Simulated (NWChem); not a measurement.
# Si2H5O (SMILES O[SiH2][SiH2]): levels of theory compared

Wanted: a comparison of 3 runs (UHF/STO-3G, UHF/3-21G, UB3LYP/6-31G*) of Si2H5O. 

Program for the calculation: NWChem 7.3.0.

### 1 The system as given

Si2H5O has 8 atoms, charge 0, and is taken as a doublet. As SMILES, `O[SiH2][SiH2]`. The shape is that of a PBE0-D4/def2-TZVP optimisation. This is one conformer, not always the lowest.

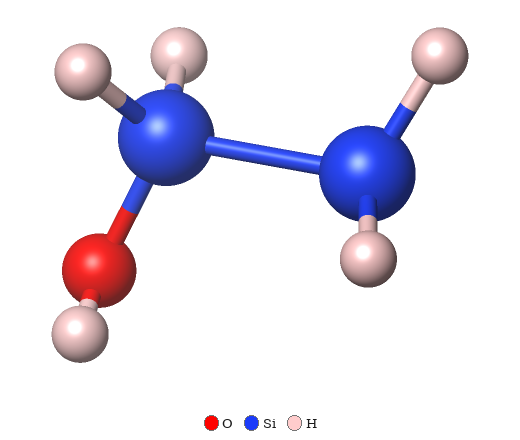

The structure, seen from a chosen angle (oxygen red, silicon blue, hydrogen pink).

### 2 Energy and gradient at UHF/STO-3G (run 1)

geom.xyz

```xyz
8

O     -1.163500    -0.090700    -1.552200
Si     0.158800     0.412900    -0.700400
Si     0.537500    -0.917400     1.183100
H     -2.016900    -0.043900    -1.119900
H      1.313200     0.288100    -1.622700
H      0.014600     1.845600    -0.303300
H      1.822400    -0.633100     1.882000
H     -0.574000    -0.918600     2.177600
```

geom.nw

```
start geom
memory total 2200 mb

geometry noautosym nocenter noautoz
 load format xyz geom.xyz
end

basis spherical bse
 * library STO-3G
end

scf
 doublet
 uhf
 thresh 1e-08
 maxiter 80
 print medium
end

task scf gradient
```

On the command line:

```
$ nwchem geom.nw > geom.out
```

Standard output:

```text
[...]
  functions       =    28
[...]
  wavefunction    = UHF
[...]
         Total SCF energy =   -647.910022798432
      One electron energy =  -1190.291444838523
      Two electron energy =    398.455076873326
 Nuclear repulsion energy =    143.926345166765
                       Sz =      0.5000
                 Sz(Sz+1) =      0.7500
                      S^2 =      0.7545
[...]
                         UHF ENERGY GRADIENTS
    atom               coordinates                        gradient
                 x          y          z           x          y          z
   1 O      -2.198696  -0.171398  -2.933233   -0.012800   0.011744   0.041185
   2 Si      0.300088   0.780268  -1.323564   -0.033031  -0.017176  -0.036994
   3 Si      1.015728  -1.733635   2.235735   -0.000369  -0.008227  -0.008325
   4 H      -3.811388  -0.082959  -2.116304    0.019011  -0.006826  -0.024194
   5 H       2.481588   0.544430  -3.066458    0.025742  -0.003950  -0.016767
   6 H       0.027590   3.487678  -0.573154   -0.003135   0.029566   0.011015
   7 H       3.443837  -1.196386   3.556464    0.029332   0.000700   0.013627
   8 H      -1.084703  -1.735902   4.115067   -0.024750  -0.005832   0.020454
[...]
```

Run time: 2.4 s. Hardware: 1 thread of AMD EPYC 7B13 (Zen 3), shared host; peak memory 0.098 GiB.

### 3 Energy and gradient at UHF/3-21G (run 2)

m1.nw

```
start m1
title "H5OSi2"
memory total 2200 mb
charge 0

geometry noautosym nocenter noautoz
  O       -1.163500      -0.090700      -1.552200
  Si       0.158800       0.412900      -0.700400
  Si       0.537500      -0.917400       1.183100
  H       -2.016900      -0.043900      -1.119900
  H        1.313200       0.288100      -1.622700
  H        0.014600       1.845600      -0.303300
  H        1.822400      -0.633100       1.882000
  H       -0.574000      -0.918600       2.177600
end

basis spherical bse
  O library 3-21G
  Si library 3-21G
  H library 3-21G
end

scf
  nopen 1
  uhf
  thresh 1e-08
  maxiter 80
  print medium
end

task scf gradient
```

On the command line:

```
$ nwchem m1.nw > m1.out
```

Standard output:

```text
[...]
  functions       =    45
[...]
  wavefunction    = UHF
[...]
         Total SCF energy =   -652.125799675883
      One electron energy =  -1190.821190716247
      Two electron energy =    394.769045873599
 Nuclear repulsion energy =    143.926345166765
                       Sz =      0.5000
                 Sz(Sz+1) =      0.7500
                      S^2 =      0.7581
[...]
                         UHF ENERGY GRADIENTS
    atom               coordinates                        gradient
                 x          y          z           x          y          z
   1 O      -2.198696  -0.171398  -2.933233    0.018982   0.005388   0.005907
   2 Si      0.300088   0.780268  -1.323564   -0.027678  -0.013811  -0.000837
   3 Si      1.015728  -1.733635   2.235735   -0.001135   0.003425  -0.007246
   4 H      -3.811388  -0.082959  -2.116304    0.010817   0.003852   0.004857
   5 H       2.481588   0.544430  -3.066458   -0.000074  -0.000237  -0.002854
   6 H       0.027590   3.487678  -0.573154   -0.001160   0.001016  -0.001068
   7 H       3.443837  -1.196386   3.556464    0.000168  -0.000013   0.001086
   8 H      -1.084703  -1.735902   4.115067    0.000080   0.000380   0.000157
[...]
```

Run time: 2.9 s. Hardware: 1 thread of AMD EPYC 7B13 (Zen 3), shared host; peak memory 0.099 GiB.

### 4 Energy and forces at UB3LYP/6-31G(d) (Cartesian functions) (run 3)

geom.nw

```
start geom
memory 2200 mb
charge 0
geometry units angstrom noautosym nocenter noautoz
O       -1.163500      -0.090700      -1.552200
Si       0.158800       0.412900      -0.700400
Si       0.537500      -0.917400       1.183100
H       -2.016900      -0.043900      -1.119900
H        1.313200       0.288100      -1.622700
H        0.014600       1.845600      -0.303300
H        1.822400      -0.633100       1.882000
H       -0.574000      -0.918600       2.177600
end
basis
O library 6-31G*
Si library 6-31G*
H library 6-31G*
end
dft
xc b3lyp
mult 2
grid xfine
convergence energy 1e-08
iterations 100
mulliken
end
task dft gradient
```

On the command line:

```
$ nwchem geom.nw > geom.out
```

Standard output:

```text
[...]
          Wavefunction type:  spin polarized.
          No. of atoms     :     8
          No. of electrons :    41
[...]
          Charge           :     0
          Spin multiplicity:     2
[...]
          AO basis - number of functions:    63
[...]
              XC Information
              --------------
                         B3LYP Method XC Potential
                     Hartree-Fock (Exact) Exchange  0.200
                        Slater Exchange Functional  0.800 local
                    Becke 1988 Exchange Functional  0.720 non-local
              Lee-Yang-Parr Correlation Functional  0.810
                  VWN I RPA Correlation Functional  0.190 local
[...]
 d= 0,ls=0.0,diis     1   -657.1298901750 -8.01D+02  1.07D-02  1.50D-01     3.7
[...]
 d= 0,ls=0.0,diis    10   -657.1937143215 -4.82D-09  6.74D-07  2.03D-09    32.4
[...]
         Total DFT energy =     -657.193714321536
      One electron energy =    -1195.524196116902
           Coulomb energy =      446.741182107042
    Exchange-Corr. energy =      -52.337045478442
 Nuclear repulsion energy =      143.926345166765
[...]
      Total Density - Mulliken Population Analysis
     ---------------------------------------------
    Atom       Charge   Shell Charges
 -----------   ------   -------------------------------------------------------
    1 O    8     8.69   1.99  0.90  2.95  0.91  1.89  0.04
    2 Si  14    13.47   2.00  1.99  5.96  1.02  1.79  0.21  0.30  0.19
    3 Si  14    14.01   2.00  1.99  5.96  1.10  1.88  0.38  0.63  0.06
    4 H    1     0.58   0.47  0.11
    5 H    1     1.07   0.51  0.56
    6 H    1     1.09   0.51  0.58
    7 H    1     1.05   0.50  0.55
    8 H    1     1.05   0.50  0.55
[...]
      <S2> =      0.7524 (Exact =     0.7500)
[...]
  wavefunction    = open shell
[...]
```

Wall time 38 s (1 thread of AMD EPYC 7B13 (Zen 3), shared host); peak memory 0.14 GiB.

### 5 The series

| run | level | Cartesian functions | iteration cap | energy (Eh) | dipole moment (D) | HOMO energy (eV) | LUMO energy (eV) | wall time |
| --- | --- | --- | --- | --- | --- | --- | --- | --- |
| 1 | UHF/STO-3G | no | 80 | -647.910023 | 0.99 | -5.98 | 6.54 | 2.4 s |
| 2 | UHF/3-21G | no | 80 | -652.125800 | 1.50 | -8.84 | 0.84 | 2.9 s |
| 3 | UB3LYP/6-31G* (Cartesian functions) | yes | 100 | -657.193714 | 1.33 | -5.77 | -2.87 | 38 s |

### 6 Outcome

```
                                 quantity          value
                      run 3: total energy  -657.19371 Eh
                     run 3: dipole moment         1.33 D
run 3: HOMO energy (highest over α and β)       -5.77 eV
 run 3: LUMO energy (lowest over α and β)       -2.87 eV
                              run 3: ⟨S²⟩          0.752
          run 3: largest force on an atom     0.606 eV/Å
```

What this shows: The dipole moment (its size) runs from 0.99 D (UHF/STO-3G) to 1.50 D (UHF/3-21G). In run 1 the basis is minimal, so the values are rough. All runs together took 44 s, the longest 38 s.
